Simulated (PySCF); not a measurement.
# PF3 (SMILES FP(F)F): QCISD(T)/STO-6G

What is the energy change on altering one bond length of PF3 at QCISD(T)/STO-6G? 

The calculation is run with PySCF 2.14.0.

22 further runs of the same task are left out: 12 that didn't finish, 10 set aside as unsound or not needed.

## (1) The structure to begin with

PF3 has 4 atoms, charge 0, and is taken as a singlet. SMILES: `FP(F)F`. Geometry: relaxed at PBE0-D4/def2-TZVP.

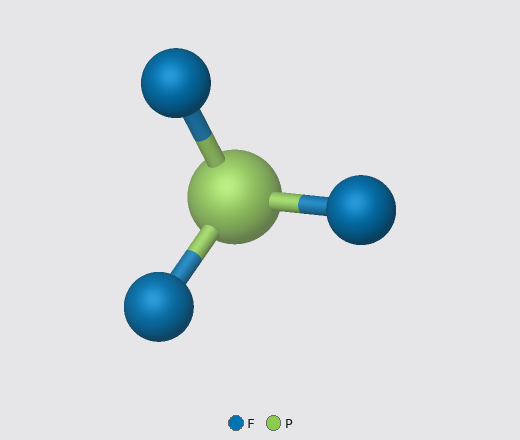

Viewed from a chosen angle; fluorine blue, phosphorus green.

## (2) The energy at QCISD(T)/STO-6G

Input file job.py:

```python
from pyscf import gto, scf, cc

system = gto.M(
    atom='''
F      1.576787    -1.253266     1.652565
P     -0.562194     0.594508     0.741340
F     -2.006700    -1.316194    -1.014594
F      0.992106     1.975142    -1.379500
''',
    spin=0,
    basis='sto-6g',
    unit='bohr',
    verbose=3,
    max_memory=1860,
)

mf = scf.RHF(system)
mf.conv_tol = 1e-10
mf.kernel()
if not mf.converged:
    mf = mf.newton().run(mf.mo_coeff, mf.mo_occ)

mycc = cc.QCISD(mf, frozen=8)
mycc.kernel()
e_t = mycc.qcisd_t()
e_tot = mycc.e_tot + e_t
print('E(%s) = %.9f' % ('QCISD(T)', e_tot))
```

Command:

```console
$ OMP_NUM_THREADS=1 python job.py
```

Log:

```text
converged SCF energy = -636.423969916357
E(QCISD) = -636.5186136051997  E_corr = -0.09464368884286577
QCISD(T) correction = -0.00438426541897372
E(QCISD(T)) = -636.522997871
```

Run time: 1.1 s. Hardware: 1 thread of Arm Neoverse V1, shared host; peak memory 0.1 GiB.

## (3) The distorted shape

Input file input.py:

```python
from pyscf import gto, scf, cc

molecule = gto.Mole()
molecule.atom = '''
F      3.287957    -2.731473     2.381539
P     -0.562194     0.594508     0.741340
F     -2.006700    -1.316194    -1.014594
F      0.992106     1.975142    -1.379500
'''
molecule.max_memory = 1860
molecule.basis = 'sto-6g'
molecule.unit = 'bohr'
molecule.charge = 0
molecule.verbose = 3
molecule.build()

mf = scf.RHF(molecule)
mf.conv_tol = 1e-10
mf.kernel()
if not mf.converged:
    mf = mf.newton().run(mf.mo_coeff, mf.mo_occ)

mycc = cc.QCISD(mf, frozen=8)
mycc.kernel()
e_t = mycc.qcisd_t()
energy = mycc.e_tot + e_t
print('E = %.10f Eh' % energy)
```

Command:

```console
$ OMP_NUM_THREADS=1 python input.py
```

Log:

```text
converged SCF energy = -636.155565561566
E(QCISD) = -636.414642415208  E_corr = -0.2590768536423331
QCISD(T) correction = -0.0157947402243643
E = -636.4304371554 Eh
```

Wall time 1.3 s (1 thread of Arm Neoverse V1, shared host); peak memory 0.1 GiB.

## (4) What came out

At QCISD(T)/STO-6G, 8 core orbitals frozen:

| quantity | value |
| --- | --- |
| first shape: total energy | -636.52300 Eh |
| first shape: dipole moment (Hartree–Fock density) | 1.35 D |
| first shape: HOMO energy (Hartree–Fock orbitals) | -8.57 eV |
| first shape: LUMO energy (Hartree–Fock orbitals) | 11.57 eV |
| first shape: HOMO–LUMO gap (Hartree–Fock orbitals) | 20.14 eV |
| first shape: correlation energy (8 core orbitals frozen) | -99.0 mEh |
| first shape: (T) correction | -4.38 mEh |
| first shape: T1 diagnostic | 0.012 |
| distorted shape: total energy | -636.43044 Eh |
| distorted shape: dipole moment (Hartree–Fock density) | 3.10 D |
| distorted shape: HOMO energy (Hartree–Fock orbitals) | -4.76 eV |
| distorted shape: LUMO energy (Hartree–Fock orbitals) | 2.36 eV |
| distorted shape: HOMO–LUMO gap (Hartree–Fock orbitals) | 7.11 eV |
| distorted shape: correlation energy (8 core orbitals frozen) | -274.9 mEh |
| distorted shape: (T) correction | -15.79 mEh |
| distorted shape: T1 diagnostic | 0.037 |
| energy change with the F1–P2 bond stretched from 1.572 to 2.829 Å | 2.519 eV |

In words: One bond (distorted shape) is far stretched, which a spin-restricted single reference describes badly; perturbation theory on it can break down and give far too much correlation. With the F1–P2 bond stretched from 1.572 to 2.829 Å the energy rises by 2.52 eV (243 kJ/mol). The first shape isn't relaxed at this level, so the change isn't measured from a minimum. A restricted reference can't describe the breaking bond well at this length. The minimal basis adds a large error of its own. The triples (first shape) make up 4.4 % of the correlation energy. The T1 diagnostic (distorted shape) of 0.037 is above the customary mark for such species, so a single reference may not serve. The triples (distorted shape) make up 5.7 % of the correlation energy.
